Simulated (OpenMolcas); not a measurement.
Relativistic diatomic calculation: SiN (part 2 of 2)

The same run, continued: SiN. Method: SA-CASSCF(9,8)/XMS-CASPT2 + RASSI spin-orbit (X2C scalar, AMFI), ANO-RCC-VTZP (OpenMolcas).

**Log (extracts), continued**
```
++ Dipole transition strengths (spin-free states):
     for osc. strength at least  1.00000000E-05
      From   To        Osc. strength     Einstein coefficients Ax, Ay, Az (sec-1)    Total A (sec-1)
         1    8       1.27553309E-03  6.10927365E+03  4.80457504E+03  0.00000000E+00  1.09138487E+04
         1    9       1.27553199E-03  4.80459150E+03  6.10927295E+03  0.00000000E+00  1.09138645E+04
         1    2       2.46259207E-02  0.00000000E+00  0.00000000E+00  1.02186773E+07  1.02186773E+07
         1   10       6.03171603E-03  2.48137983E+06  2.74365957E+06  0.00000000E+00  5.22503940E+06
         1   11       6.03173418E-03  2.74367209E+06  2.48139041E+06  0.00000000E+00  5.22506250E+06
         1   12       1.23870790E-04  7.87529202E+04  5.08504464E+04  0.00000000E+00  1.29603367E+05
         1   13       1.23860170E-04  5.08489264E+04  7.87434292E+04  0.00000000E+00  1.29592356E+05
         8    2       8.03988370E-05  1.36585907E+04  1.08100288E+04  0.00000000E+00  2.44686195E+04
         8   10       1.16679048E-04  0.00000000E+00  0.00000000E+00  8.19823519E+04  8.19823519E+04
         8    3       1.22448597E-03  4.20898788E+05  5.35551792E+05  0.00000000E+00  9.56450580E+05
         8    4       6.11388091E-04  4.85656236E+05  1.18115540E+04  0.00000000E+00  4.97467790E+05
         8    5       6.14834173E-04  9.03326236E+03  4.91449851E+05  0.00000000E+00  5.00483113E+05
         8   12       1.71019909E-03  0.00000000E+00  0.00000000E+00  1.48035178E+06  1.48035178E+06
         8    6       8.35208776E-03  5.35226211E+05  7.55192909E+06  0.00000000E+00  8.08715531E+06
         8    7       8.36629422E-03  7.61167138E+06  5.31807852E+05  0.00000000E+00  8.14347923E+06
         9    2       8.04207209E-05  1.08116455E+04  1.36636248E+04  0.00000000E+00  2.44752702E+04
         9   11       1.16680005E-04  0.00000000E+00  0.00000000E+00  8.19831316E+04  8.19831316E+04
         9    3       1.22432947E-03  5.35623236E+05  4.20704869E+05  0.00000000E+00  9.56328105E+05
         9    4       6.11174114E-04  1.16940689E+04  4.85599498E+05  0.00000000E+00  4.97293567E+05
         9    5       6.14792121E-04  4.91408600E+05  9.04016396E+03  0.00000000E+00  5.00448764E+05
         9   13       1.71027255E-03  0.00000000E+00  0.00000000E+00  1.48041630E+06  1.48041630E+06
         9    6       8.35145918E-03  7.55176243E+06  5.34782477E+05  0.00000000E+00  8.08654491E+06
         9    7       8.38037457E-03  5.34578713E+05  7.62260411E+06  0.00000000E+00  8.15718282E+06
         2   10       9.08677169E-04  3.54508382E+04  3.91669026E+04  0.00000000E+00  7.46177409E+04
         2   11       9.08662182E-04  3.91669747E+04  3.54498777E+04  0.00000000E+00  7.46168524E+04
         2   12       2.71667408E-03  2.34280640E+05  1.55341483E+05  0.00000000E+00  3.89622123E+05
         2   13       2.71655083E-03  1.55337359E+05  2.34267909E+05  0.00000000E+00  3.89605268E+05
        16   21       1.34243398E-03  4.98661989E+03  4.84049644E+04  0.00000000E+00  5.33915843E+04
        16   22       1.34244418E-03  4.84052915E+04  4.98669835E+03  0.00000000E+00  5.33919898E+04
        16   20       3.96108501E-02  0.00000000E+00  0.00000000E+00  1.44937082E+07  1.44937082E+07
        17   21       7.83845106E-04  1.35211785E+03  2.27731908E+03  0.00000000E+00  3.62943693E+03
        17   22       7.83818332E-04  2.27738414E+03  1.35192882E+03  0.00000000E+00  3.62931296E+03
        18   21       7.67023287E-04  2.13394200E+03  1.26687831E+03  0.00000000E+00  3.40082031E+03
        18   22       7.67013858E-04  1.26686986E+03  2.13390865E+03  0.00000000E+00  3.40077850E+03
        21   19       3.22783073E-04  1.03613501E+02  1.07871881E+01  0.00000000E+00  1.14400689E+02
        21   20       1.86478291E-04  2.93530507E+03  2.77226771E+04  0.00000000E+00  3.06579822E+04
        22   19       3.22788205E-04  1.07862420E+01  1.03616266E+02  0.00000000E+00  1.14402508E+02
        22   20       1.86477853E-04  2.77226263E+04  2.93528378E+03  0.00000000E+00  3.06579101E+04
        10    3       7.50901706E-05  8.19561387E+01  7.39758033E+01  0.00000000E+00  1.55931942E+02
        10   12       5.46697558E-04  0.00000000E+00  0.00000000E+00  4.64197622E+03  4.64197622E+03
        10    6       7.81539111E-04  8.10448189E+02  1.57988720E+04  0.00000000E+00  1.66093202E+04
        10    7       7.73997500E-04  1.67664422E+04  2.70431544E+02  0.00000000E+00  1.70368738E+04
        10   15       1.15581855E-05  0.00000000E+00  0.00000000E+00  7.96551948E+02  7.96551948E+02
        11    3       7.50904499E-05  7.39797875E+01  8.19482382E+01  0.00000000E+00  1.55928026E+02
        11   13       5.46661870E-04  0.00000000E+00  0.00000000E+00  4.64164722E+03  4.64164722E+03
        11    6       7.81635641E-04  1.58006921E+04  8.10529859E+02  0.00000000E+00  1.66112220E+04
        11    7       7.74640008E-04  2.72094484E+02  1.67787709E+04  0.00000000E+00  1.70508653E+04
        11   14       1.15607553E-05  0.00000000E+00  0.00000000E+00  7.96722702E+02  7.96722702E+02
         3   12       2.91793038E-04  2.53250823E+02  3.79759476E+02  0.00000000E+00  6.33010299E+02
         3   13       2.91679408E-04  3.79829369E+02  2.52945269E+02  0.00000000E+00  6.32774638E+02
         4   12       1.78471290E-04  1.37150204E+02  6.20107302E+00  0.00000000E+00  1.43351277E+02
         4   13       1.78576454E-04  6.18930485E+00  1.37250482E+02  0.00000000E+00  1.43439787E+02
         4    6       1.15827755E-05  0.00000000E+00  0.00000000E+00  7.78363862E+01  7.78363862E+01
         4    7       1.16945431E-03  0.00000000E+00  0.00000000E+00  8.36159346E+03  8.36159346E+03
         4   14       1.03121253E-03  2.57627895E+04  1.49570856E+04  0.00000000E+00  4.07198751E+04
         4   15       1.03120121E-03  1.49569186E+04  2.57626687E+04  0.00000000E+00  4.07195873E+04
         5   12       1.90895485E-04  5.75813466E+00  1.45517878E+02  0.00000000E+00  1.51276013E+02
         5   13       1.90906051E-04  1.45530385E+02  5.75829053E+00  0.00000000E+00  1.51288675E+02
         5    6       1.13111087E-03  0.00000000E+00  0.00000000E+00  7.56578745E+03  7.56578745E+03
         5    7       1.17631042E-05  0.00000000E+00  0.00000000E+00  8.37275630E+01  8.37275630E+01
         5   14       9.30042068E-04  1.20864698E+04  2.45680610E+04  0.00000000E+00  3.66545309E+04
         5   15       9.30036280E-04  2.45680680E+04  1.20863782E+04  0.00000000E+00  3.66544462E+04
        12    6       6.89004200E-05  1.40111775E+01  1.84192496E+02  0.00000000E+00  1.98203674E+02
        12    7       5.67263333E-05  1.56340866E+02  2.29314236E+01  0.00000000E+00  1.79272290E+02
        13    6       6.88958111E-05  1.84191735E+02  1.39957306E+01  0.00000000E+00  1.98187466E+02
        13    7       5.69271150E-05  2.30785211E+01  1.56825745E+02  0.00000000E+00  1.79904266E+02
         6   14       1.32023363E-03  4.98759175E+03  1.30044290E+04  0.00000000E+00  1.79920207E+04
         6   15       1.32022632E-03  1.30044997E+04  4.98754107E+03  0.00000000E+00  1.79920408E+04
         7   14       1.33930131E-03  1.32138953E+04  4.23953351E+03  0.00000000E+00  1.74534288E+04
         7   15       1.33935255E-03  4.23981236E+03  1.32144030E+04  0.00000000E+00  1.74542154E+04
 Electric-quadrupole - electric-quadrupole not included
 Electric-dipole - electric-octupole not included
 Electric-dipole - magnetic-quadrupole not included
   Eigenvalues of complex Hamiltonian:
  (Shifted by EMIN (a.u.) =       -344.2435706978)
 SO State       Relative EMIN(au)   Rel lowest level(eV)    D:o, cm**(-1)      Omega
     1            -0.0000009579        0.0000000000              0.0000         0.5
     2            -0.0000009579        0.0000000000              0.0000         0.5
     3             0.0161219618        0.4387269953           3538.5719         1.5
     4             0.0161219618        0.4387269953           3538.5719         1.5
     5             0.0165119383        0.4493387960           3624.1618         0.5
     6             0.0165119383        0.4493387960           3624.1618         0.5
     7             0.1136438197        3.0924319380          24942.1457         0.5
     8             0.1136438197        3.0924319380          24942.1457         0.5
     9             0.1160630833        3.1582634542          25473.1127         1.5
    10             0.1160630833        3.1582634542          25473.1127         1.5
    11             0.1160671764        3.1583748315          25474.0110         0.5
    12             0.1160671764        3.1583748315          25474.0110         0.5
    13             0.1392215727        3.7884380531          30555.8136         1.7
    14             0.1392215727        3.7884380531          30555.8136         1.7
    15             0.1392396540        3.7889300710          30559.7820         2.0
    16             0.1392396540        3.7889300710          30559.7820         2.0
    17             0.1395031636        3.7961005310          30617.6156         2.2
    18             0.1395031636        3.7961005310          30617.6156         2.2
    19             0.1395292410        3.7968101332          30623.3390         3.1
    20             0.1395292410        3.7968101332          30623.3390         3.1
    21             0.1509722478        4.1081902115          33134.7887         0.5
    22             0.1509722478        4.1081902115          33134.7887         0.5
    23             0.1511550975        4.1131658050          33174.9195         0.5
    24             0.1511550975        4.1131658050          33174.9195         0.5
    25             0.1513404923        4.1182106559          33215.6090         1.5
    26             0.1513404923        4.1182106559          33215.6090         1.5
    27             0.1515284883        4.1233262880          33256.8693         2.5
    28             0.1515284883        4.1233262880          33256.8693         2.5
    29             0.1545731758        4.2061764559          33925.1010         0.5
    30             0.1545731758        4.2061764559          33925.1010         0.5
    31             0.1545776455        4.2062980810          33926.0820         1.5
    32             0.1545776455        4.2062980810          33926.0820         1.5
    33             0.1639687090        4.4618419379          35987.1822         0.5
    34             0.1639687090        4.4618419379          35987.1822         0.5
    35             0.1644292787        4.4743746764          36088.2655         1.5
    36             0.1644292787        4.4743746764          36088.2655         1.5
    37             0.1722384138        4.6868720682          37802.1726         0.5
    38             0.1722384138        4.6868720682          37802.1726         0.5
    39             0.1754183982        4.7734038528          38500.0985         2.5
    40             0.1754183982        4.7734038528          38500.0985         2.5
    41             0.1755247202        4.7762970226          38523.4335         1.5
    42             0.1755247202        4.7762970226          38523.4335         1.5
    43             0.1803722546        4.9082051533          39587.3443         1.5
    44             0.1803722546        4.9082051533          39587.3443         1.5
    45             0.1805411330        4.9128005684          39624.4088         0.5
    46             0.1805411330        4.9128005684          39624.4088         0.5
    47             0.1898938903        5.1673020588          41677.1018         1.8
    48             0.1898938903        5.1673020588          41677.1018         1.8
    49             0.1904038069        5.1811775961          41789.0155         2.3
    50             0.1904038069        5.1811775961          41789.0155         2.3
    51             0.2102268339        5.7205896413          46139.6671         2.5
    52             0.2102
```

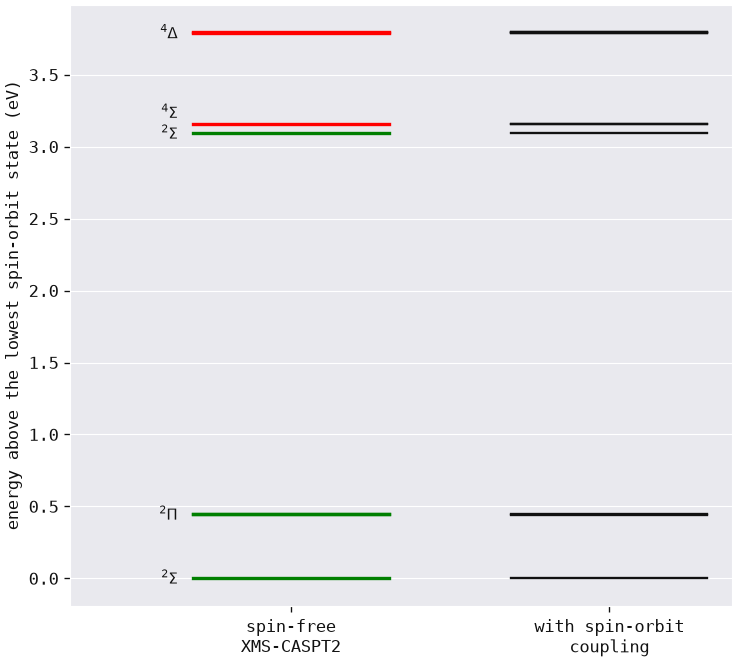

States up to 4.1 eV at 1.586 Å, without spin-orbit coupling (left, a colour for each spin multiplicity) and with it (right, where close levels merge). The spin-free states run ²Σ (0.00 eV), ²Π (0.44 eV), ²Σ (3.09 eV), ⁴Σ (3.16 eV), ⁴Δ (3.79 eV) from the lowest. The lowest spin-orbit levels have |Ω| = 1/2 (0 cm⁻¹), 3/2 (3,539 cm⁻¹), 1/2 (3,624 cm⁻¹), 1/2 (24,942 cm⁻¹), 3/2 (25,473 cm⁻¹).

**Key numbers**

| quantity | value |
| --- | --- |
| outcome | converged; components of a degenerate state are split by 100 cm⁻¹ |
| lowest spin-free state | ²Σ |
| lowest spin-orbit level | Ω = 1/2, −344.24357 hartree |
| next level | Ω = 3/2, 3,539 cm⁻¹ |
| wall time | 24 s |
| peak memory | 0.19 GiB |

**Notes**

To bear in mind: the two components of ²Δ at 5.18 eV, degenerate in CASSCF as they must be, are split by 100 cm⁻¹ in XMS-CASPT2, an artefact that passes into its spin-orbit levels; 12 of the 64 spin-orbit states have no clean Ω, so their splittings aren't to be trusted.
